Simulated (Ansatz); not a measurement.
**SiAsH7: saddle-point search**

SiAsH7, computed with RKS PBE0-D4/def2-TZVP (Ansatz 0.2.0).

The geometry is a guess of a transition state. The reaction was set up to form Si1–As7 and H2–H6 and to break Si1–H2 and H6–As7 (atoms counted from 1 in the order of the input); sticks are drawn by distance alone. Figures and captions count atoms from 1; the log counts them from 0 in places.

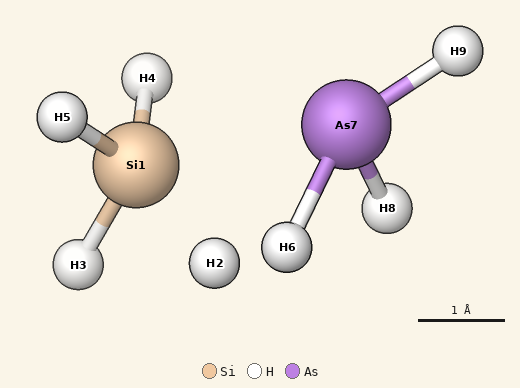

Figure 1. The structure as given in the input (ball-and-stick view, seen at a tilt; atoms are numbered from 1 in the order of the input). Bond lengths as drawn: As–H 1.52 to 1.74 Å and H–Si 1.49 to 1.50 Å.

**Input**
```yaml
crystal:
  periodic: [false, false, false]
  atoms:
    - {symbol: Si, position_ang: [-1.066734, -0.485198, -0.357889]}
    - {symbol: H, position_ang: [0.625598, -1.067567, -0.359455]}
    - {symbol: H, position_ang: [-1.263128, -1.110575, -1.709984]}
    - {symbol: H, position_ang: [-1.926439, 0.740430, -0.406285]}
    - {symbol: H, position_ang: [-1.569349, -1.390100, 0.717298]}
    - {symbol: H, position_ang: [1.420998, -0.786421, 0.275585]}
    - {symbol: As, position_ang: [0.946677, 0.778704, 0.862622]}
    - {symbol: H, position_ang: [1.373644, 1.213163, -0.530832]}
    - {symbol: H, position_ang: [1.458733, 2.107562, 1.509040]}
basis:
  gaussian: {orbitals: def2-TZVP}
hamiltonian: {xc: pbe0, dispersion: d4}
saddle:
  f_tol: 0.01
  max_steps: 50
  order_check: false
  mode_guess:
    - [-0.0858, 0.2576, 0.1359]
    - [0.4712, -0.1735, 0.1049]
    - [0.1627, 0.0918, 0.1103]
    - [-0.1880, 0.0762, 0.0058]
    - [0.0354, 0.0247, 0.0038]
    - [-0.2635, -0.4248, -0.4072]
    - [0.0842, 0.0153, 0.0709]
    - [0.0707, -0.0491, 0.0294]
    - [-0.2869, 0.1816, -0.0539]
```

**Log**
```
Functional definition: PBE0
  name "PBE0"
  cite "Adamo & Barone, J. Chem. Phys. 110, 6158 (1999) doi:10.1063/1.478522"
  cite "Perdew, Burke & Ernzerhof, Phys. Rev. Lett. 77, 3865 (1996) doi:10.1103/PhysRevLett.77.3865"
  parent pbe
  parameter a = 0.25
  parameter kappa = 0.804
  parameter beta = 0.06672455060314922
  exchange = (1 - a)*pbe_x(kappa = kappa, mu = beta*pi^2/3) + a*exact_x
  correlation = pbe_c(beta = beta)
999 factors; their error is unknown
mean field evaluation 1: about -68817.9351 eV, gradient 1.7e1 eV
mean field evaluation 2: about -68817.5520 eV, gradient 2.0e1 eV
mean field evaluation 4: about -68818.7258 eV, gradient 4.6e-1 eV
mean field evaluation 8: about -68819.0063 eV, gradient 3.8e-1 eV
mean field evaluation 16: about -68819.0064 eV, gradient 1.7e-5 eV
mean field -68819.00644833 eV, -2529.0518397782 hartree, gradient 1.7e-5 eV, S^2 0.000000; 0 other end points of the search recorded, 0 dependent functions left out
the calculation of the forces begins
reference -68819.00647991 eV, -2529.0518409388 hartree; 27, 27 occupied and 100, 100 virtual orbitals, 999 factors
these checks for a lower state are left out or cut short: stability, starts, cluster_reference, orbital_swaps, neighbouring_geometries, increment
999 factors; their error is unknown
mean field -68819.00683765 eV, -2529.0518540854 hartree, gradient 1.5e-6 eV, S^2 0.000000; 0 other end points of the search recorded, 0 dependent functions left out
[... from here on the field's lines of each further geometry are left out, up to the last ...]
saddle step   1: F+E_penalty+E_count = -68819.14810380 eV  max|allowed force component| = 1.403e-1 eV/Å  curvature = -9.4128 eV/Å²  mode residual = 1.91e-1 eV/Å²  Δτ_max = 0.0000 Å  (1 rotations, 3 force calls, 70 SCF iters)  cluster: 3 rotations left out, max|force component along them| = 3.521e-8 eV/Å
saddle step   2: F+E_penalty+E_count = -68819.15086012 eV  max|allowed force component| = 6.285e-2 eV/Å  curvature = -9.0675 eV/Å²  mode residual = 1.96e-1 eV/Å²  Δτ_max = 0.0124 Å  (1 rotations, 3 force calls, 75 SCF iters)  cluster: 3 rotations left out, max|force component along them| = 2.127e-8 eV/Å
saddle step   3: F+E_penalty+E_count = -68819.15151207 eV  max|allowed force component| = 4.906e-2 eV/Å  curvature = -9.2338 eV/Å²  mode residual = 1.29e-1 eV/Å²  Δτ_max = 0.0097 Å  (1 rotations, 3 force calls, 75 SCF iters)  cluster: 3 rotations left out, max|force component along them| = 3.263e-8 eV/Å
saddle step   4: F+E_penalty+E_count = -68819.15163766 eV  max|allowed force component| = 1.799e-2 eV/Å  curvature = -9.0691 eV/Å²  mode residual = 1.26e-1 eV/Å²  Δτ_max = 0.0043 Å  (1 rotations, 3 force calls, 75 SCF iters)  cluster: 3 rotations left out, max|force component along them| = 1.340e-8 eV/Å
saddle step   5: F+E_penalty+E_count = -68819.15162958 eV  max|allowed force component| = 1.471e-2 eV/Å  curvature = -9.1107 eV/Å²  mode residual = 3.64e-2 eV/Å²  Δτ_max = 0.0016 Å  (1 rotations, 3 force calls, 76 SCF iters)  cluster: 3 rotations left out, max|force component along them| = 2.284e-8 eV/Å
saddle step   6: F+E_penalty+E_count = -68819.15163446 eV  max|allowed force component| = 1.006e-2 eV/Å  curvature = -9.1237 eV/Å²  mode residual = 4.99e-2 eV/Å²  Δτ_max = 0.0009 Å  (0 rotations, 2 force calls, 54 SCF iters)  cluster: 3 rotations left out, max|force component along them| = 2.164e-8 eV/Å
saddle step   7: F+E_penalty+E_count = -68819.15164274 eV  max|allowed force component| = 5.137e-3 eV/Å  curvature = -9.1318 eV/Å²  mode residual = 8.39e-2 eV/Å²  Δτ_max = 0.0011 Å  (0 rotations, 9 force calls, 209 SCF iters)  cluster: 3 rotations left out, max|force component along them| = 2.123e-8 eV/Å
the calculation of the forces begins
reference -68819.01068200 eV, -2529.0519953625 hartree; 27, 27 occupied and 100, 100 virtual orbitals, 999 factors
999 factors; their error is unknown
mean field -68819.01041065 eV, -2529.0519853909 hartree, gradient 2.0e-5 eV, S^2 0.000000; 1 other end points of the search recorded, 0 dependent functions left out
the calculation of the forces begins
reference -68819.01044216 eV, -2529.0519865485 hartree; 27, 27 occupied and 100, 100 virtual orbitals, 999 factors
saddle step   8: F+E_penalty+E_count = -68819.15165338 eV  max|allowed force component| = 1.759e-4 eV/Å  curvature = -9.2117 eV/Å² (error put at 0.0082; -9.2197 at half of saddle.amplitude)  mode residual = 9.96e-2 eV/Å²  Δτ_max = 0.0039 Å  (0 rotations, 5 force calls, 119 SCF iters)  cluster: 3 rotations left out, max|force component along them| = 2.012e-8 eV/Å
```

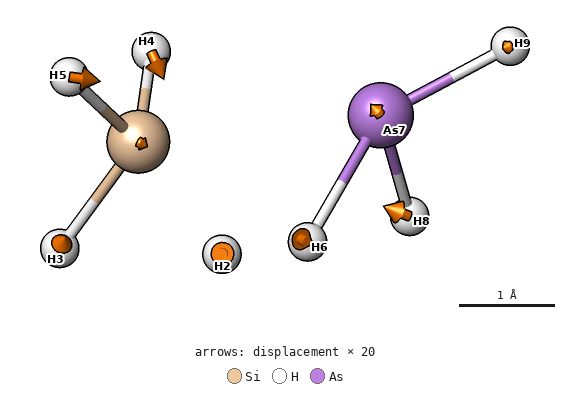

Figure 2. The starting structure with the displacements as orange arrows, magnified 20 times (ball-and-stick view, seen at a tilt). The two geometries are laid on each other by the best rigid fit. The largest moves after the best rigid fit, 0.017 Å, are those of H4 and H5. By element the largest moves are H 0.017 Å, As 0.009 Å, Si 0.006 Å. Among the contacts that change: Si1–H3 1.503 → 1.494 Å, Si1–H5 1.492 → 1.484 Å. (Atoms are counted from 1 in the order of the input.)

```
Total energy: -68819.15168488 eV, -2529.0571771230 hartree
Atom 0 at    -1.060551    -0.484273    -0.357529 Å, force    -0.000085    -0.000002    -0.000126 eV/Å
Atom 1 at     0.619744    -1.056435    -0.369410 Å, force    -0.000011     0.000051    -0.000020 eV/Å
Atom 2 at    -1.259936    -1.114137    -1.697356 Å, force     0.000017    -0.000028     0.000067 eV/Å
Atom 3 at    -1.911450     0.736133    -0.413240 Å, force     0.000005     0.000017    -0.000050 eV/Å
Atom 4 at    -1.556232    -1.378926     0.717600 Å, force    -0.000050    -0.000053     0.000048 eV/Å
Atom 5 at     1.408420    -0.782396     0.268499 Å, force    -0.000010     0.000118     0.000069 eV/Å
Atom 6 at     0.940185     0.775859     0.867744 Å, force     0.000176    -0.000148     0.000050 eV/Å
Atom 7 at     1.362304     1.202201    -0.525582 Å, force    -0.000048     0.000041    -0.000069 eV/Å
Atom 8 at     1.457516     2.101971     1.509373 Å, force     0.000005     0.000002     0.000030 eV/Å
Dipole moment:     0.112868     0.065153     0.047542 e Å
```

**Results in brief**

```json
{"quantity": "outcome", "value": "converged"}
{"quantity": "total energy", "value": "−68819.1517 eV"}
{"quantity": "mean-field energy", "value": "−68819.0104 eV"}
{"quantity": "dispersion energy", "value": "−0.1412 eV"}
{"quantity": "largest force (length of the vector) at the end", "value": "under 0.001 eV/Å"}
{"quantity": "dipole moment", "value": "0.67 D"}
{"quantity": "hardware", "value": "2 CPU threads, shared host"}
{"quantity": "wall time", "value": "58 s (CPU time 1.8 min)"}
{"quantity": "peak memory", "value": "0.29 GiB"}
```

**Remarks**

The order of the saddle point was not checked.
